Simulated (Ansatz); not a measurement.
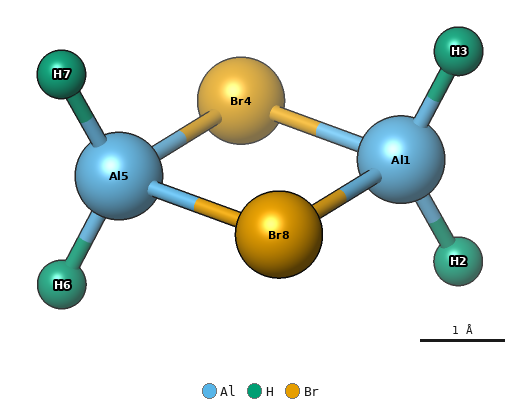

*The structure (ball-and-stick view, seen at a tilt; atoms are numbered from 1 in the order of the input). Sticks mark near contacts.*

Single-point calculation of Al₂H₄Br₂

- system: Al₂H₄Br₂
- method: RKS PBE0-D4/def2-SVP (Ansatz 0.2.0)

The geometry comes from this level: PBE0-D4/def2-SVP.

**What the program printed**
```
Functional definition: PBE0
  name "PBE0"
  cite "Adamo & Barone, J. Chem. Phys. 110, 6158 (1999) doi:10.1063/1.478522"
  cite "Perdew, Burke & Ernzerhof, Phys. Rev. Lett. 77, 3865 (1996) doi:10.1103/PhysRevLett.77.3865"
  parent pbe
  parameter a = 0.25
  parameter kappa = 0.804
  parameter beta = 0.06672455060314922
  exchange = (1 - a)*pbe_x(kappa = kappa, mu = beta*pi^2/3) + a*exact_x
  correlation = pbe_c(beta = beta)
these checks for a lower state are left out or cut short: starts
1130 factors; integrals over basis functions are off by at most 1.0e-3 eV
mean field evaluation 1: about -153311.6122 eV, gradient 6.9e0 eV
mean field evaluation 2: about -153311.6686 eV, gradient 5.5e-2 eV
mean field evaluation 4: about -153311.7215 eV, gradient 3.1e-4 eV
mean field -153311.72146693 eV, -5634.1018454924 hartree, gradient 2.6e-5 eV, S^2 0.000000; 0 other end points of the search recorded, 0 dependent functions left out
reference -153311.72150065 eV, -5634.1018467315 hartree; 50, 50 occupied and 70, 70 virtual orbitals, 1130 factors
Total energy: -153311.93924602 eV, -5634.1098487265 hartree
Checks for a lower state left out: starts
```

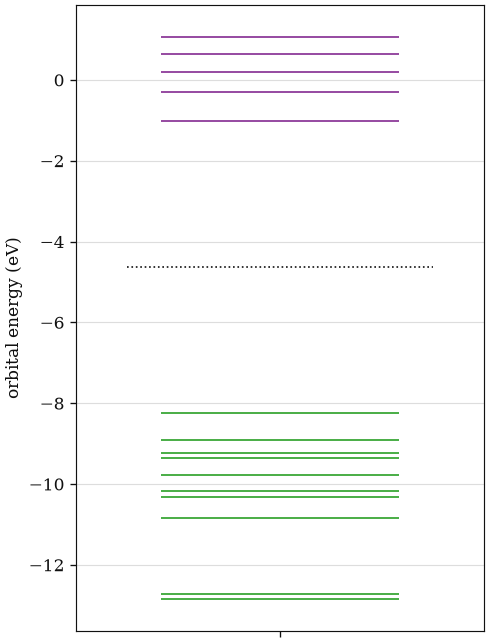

*Orbital energies near the frontier; the dotted line parts filled from empty levels, and levels within 0.02 eV of each other stand side by side.*

Highest filled −8.24 eV, lowest empty −1.01 eV, 7.23 eV apart.

This output came from the following input.

**Input file**
```yaml
crystal:
  periodic: [false, false, false]
  atoms:
    - {symbol: Al, position_ang: [-0.862712, -0.515592, 1.382872]}
    - {symbol: H, position_ang: [-1.335941, -2.020291, 1.382212]}
    - {symbol: H, position_ang: [-1.090293, 0.568452, 2.505868]}
    - {symbol: Br, position_ang: [1.535085, -0.480775, 0.778398]}
    - {symbol: Al, position_ang: [0.862689, 0.515392, -1.382965]}
    - {symbol: H, position_ang: [1.087911, -0.571971, -2.503224]}
    - {symbol: H, position_ang: [1.337922, 2.019454, -1.386733]}
    - {symbol: Br, position_ang: [-1.534651, 0.485331, -0.776429]}
basis:
  gaussian: {orbitals: def2-SVP, initial_orbitals: start.molden}
hamiltonian: {xc: pbe0, dispersion: d4}
scf: {omitted_lower_state_checks: [starts]}
output: {orbitals: {seedname: orbitals}}
```

Command:
```bash
ansatz run in.yaml --threads 4 --pin off --events-out ev --progress --plain --max-ram 3916MiB
```

**Summary**

```csv
quantity,value
outcome,converged
total energy,−153311.9392 eV
mean-field energy,−153311.7215 eV
dispersion energy,−0.2177 eV
SCF solution under orbital rotations,stable
HOMO,−8.24 eV
LUMO,−1.01 eV
hardware,"4 threads of Arm Neoverse V2, 23 GiB of memory available, shared host"
wall time,1.8 s (CPU time 6.3 s)
peak memory,0.42 GiB
```
